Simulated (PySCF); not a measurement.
## What a change does: single-point calculation on TlF

System: TlF.
Method of the first run: RKS-blyp/jorge-dzp-dkh, gradient (PySCF 2.14.0).

Text and figures count atoms from 1; the logs count them from 0 in places.

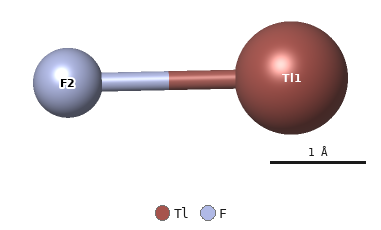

**Figure 1.** The structure (ball-and-stick view, seen at an oblique angle; atoms are numbered from 1 in the order of the input). Sticks mark near contacts.

**Input, the first run**
```python
from pyscf import gto, dft

mol = gto.M(
    atom='Tl 0 0 0; F 0 0 2.352',
    basis='jorge-dzp-dkh',
    charge=0,
    spin=0,
    verbose=4,
)
mf = dft.RKS(mol, xc='blyp')
mf = mf.sfx2c1e()
mf.kernel()
g = mf.nuc_grad_method()
g.grid_response = True
g.kernel()
mf.dip_moment()
print('orbital energies (hartree):', mf.mo_energy[..., max(0, mol.nelec[1]-3):mol.nelec[0]+3].round(4))
```

Command:
```bash
OMP_NUM_THREADS=1 python input.py
```

Hardware: 1 CPU thread, shared host.

**Output, shortened to warnings, some set-up lines, iterations and results (the first run)**
```
[...]
cycle= 1 E= -20322.6288441802  delta_E= -15.7  |g|= 1.92  |ddm|= 1.81
cycle= 2 E= -20312.9774975297  delta_E= 9.65  |g|= 3.62  |ddm|= 4.37
cycle= 3 E= -20321.9651987817  delta_E= -8.99  |g|= 1.98  |ddm|= 5.04
cycle= 4 E= -20322.5802558492  delta_E= -0.615  |g|= 0.994  |ddm|= 1.21
cycle= 5 E= -20322.809457271  delta_E= -0.229  |g|= 0.318  |ddm|= 0.83
cycle= 6 E= -20322.8227215619  delta_E= -0.0133  |g|= 0.165  |ddm|= 0.24
cycle= 7 E= -20322.8179268935  delta_E= 0.00479  |g|= 0.199  |ddm|= 0.107
cycle= 8 E= -20322.8201898122  delta_E= -0.00226  |g|= 0.176  |ddm|= 0.0303
cycle= 9 E= -20322.8276330485  delta_E= -0.00744  |g|= 0.0196  |ddm|= 0.142
cycle= 10 E= -20322.8277681874  delta_E= -0.000135  |g|= 0.00185  |ddm|= 0.0368
cycle= 11 E= -20322.827769385  delta_E= -1.2e-06  |g|= 0.000475  |ddm|= 0.00632
cycle= 12 E= -20322.82776943  delta_E= -4.5e-08  |g|= 2.61e-05  |ddm|= 0.000826
cycle= 13 E= -20322.8277694301  delta_E= -8.37e-11  |g|= 3.86e-06  |ddm|= 3.38e-05
  HOMO = -0.207828961253584  LUMO = -0.0813456813034465  gap/eV = 3.44179
Extra cycle  E= -20322.8277694301  delta_E= 1.09e-11  |g|= 1.53e-05  |ddm|= 1.65e-05
converged SCF energy = -20322.8277694301

******** <class 'pyscf.grad.rks.Gradients'> for <class 'pyscf.x2c.sfx2c1e.sfX2C1eRKS'> ********
unit = Eh/Bohr
grid_response = True
--------------- sfX2C1eRKS gradients ---------------
         x                y                z
0 Tl    -0.0000000000    -0.0000000000    -0.0492360137
1 F     0.0000000000     0.0000000000     0.0492360137
----------------------------------------------
Dipole moment(X, Y, Z, Debye): -0.00000, -0.00000, -4.89438
orbital energies (hartree): [-0.2127 -0.2078 -0.2078 -0.0813 -0.0813 -0.0248]
```

The input of the second run differs as follows (lines with − go, lines with + come):
```diff
-    atom='Tl 0 0 0; F 0 0 2.352',
+    atom='Tl 0 0 0; F 0 0 2.423',
```

How does the second run compare with the first run?

With the same method and basis, the second run lies 4.3 kcal/mol higher. The dipole moment goes from 4.89 to 5.23 D. The SCF takes 14 iterations against 13.

**Output, shortened to warnings, some set-up lines, iterations and results (the second run)**
```
[...]
cycle= 1 E= -20322.6165820848  delta_E= -15.7  |g|= 1.92  |ddm|= 1.79
cycle= 2 E= -20312.681309345  delta_E= 9.94  |g|= 3.48  |ddm|= 4.38
cycle= 3 E= -20321.866808128  delta_E= -9.19  |g|= 2.07  |ddm|= 5.13
cycle= 4 E= -20322.4914980391  delta_E= -0.625  |g|= 1.16  |ddm|= 1.18
cycle= 5 E= -20322.7809453065  delta_E= -0.289  |g|= 0.438  |ddm|= 0.848
cycle= 6 E= -20322.815533163  delta_E= -0.0346  |g|= 0.176  |ddm|= 0.411
cycle= 7 E= -20322.8064426221  delta_E= 0.00909  |g|= 0.238  |ddm|= 0.16
cycle= 8 E= -20322.808238587  delta_E= -0.0018  |g|= 0.224  |ddm|= 0.021
cycle= 9 E= -20322.8200022042  delta_E= -0.0118  |g|= 0.0544  |ddm|= 0.158
cycle= 10 E= -20322.8208375113  delta_E= -0.000835  |g|= 0.00877  |ddm|= 0.0642
cycle= 11 E= -20322.8208541357  delta_E= -1.66e-05  |g|= 0.000965  |ddm|= 0.0084
cycle= 12 E= -20322.8208543959  delta_E= -2.6e-07  |g|= 0.000193  |ddm|= 0.00201
cycle= 13 E= -20322.8208544053  delta_E= -9.4e-09  |g|= 2.86e-05  |ddm|= 0.000346
cycle= 14 E= -20322.8208544055  delta_E= -2e-10  |g|= 5.29e-06  |ddm|= 3.33e-05
  HOMO = -0.200556312354811  LUMO = -0.0841949707277004  gap/eV = 3.16635
Extra cycle  E= -20322.8208544054  delta_E= 1.35e-10  |g|= 2.47e-05  |ddm|= 2.61e-05
converged SCF energy = -20322.8208544054

******** <class 'pyscf.grad.rks.Gradients'> for <class 'pyscf.x2c.sfx2c1e.sfX2C1eRKS'> ********
unit = Eh/Bohr
grid_response = True
--------------- sfX2C1eRKS gradients ---------------
         x                y                z
0 Tl     0.0000000000    -0.0000000000    -0.0534351002
1 F    -0.0000000000     0.0000000000     0.0534351002
----------------------------------------------
Dipole moment(X, Y, Z, Debye):  0.00000, -0.00000, -5.22886
orbital energies (hartree): [-0.2087 -0.2006 -0.2006 -0.0842 -0.0842 -0.0306]
```

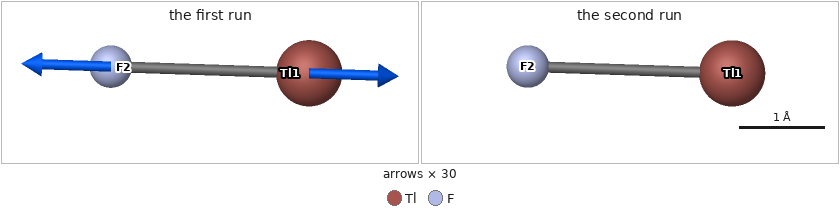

**Figure 2.** The two input geometries at one scale (ball-and-stick view, seen at a tilt). The blue arrows on the first give the shifts of the atoms after the best rigid fit, magnified 30 times. The largest moves after the best rigid fit, 0.036 Å, are those of Tl1 and F2. Largest moves by element: F 0.036 Å, Tl 0.036 Å. Among the contacts that change: Tl1–F2 2.352 → 2.423 Å.

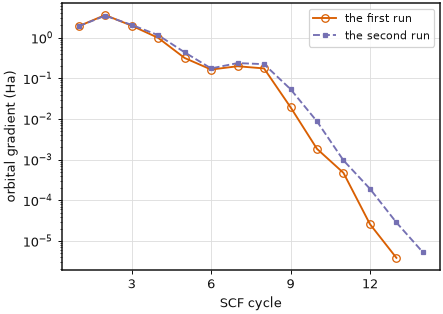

**Figure 3.** Convergence of the two runs: orbital gradient against the SCF cycle. The first run takes 13 cycles in all, and the second run takes 14.

**The two runs side by side**

| quantity | the first run | the second run |
| --- | --- | --- |
| outcome | converged | converged |
| SCF energy (hartree) | −20322.827769 | −20322.820854 |
| dipole moment (D) | 4.89 | 5.23 |
| SCF iterations | 13 | 14 |
| wall time (shared host) | 13 s | 17 s |
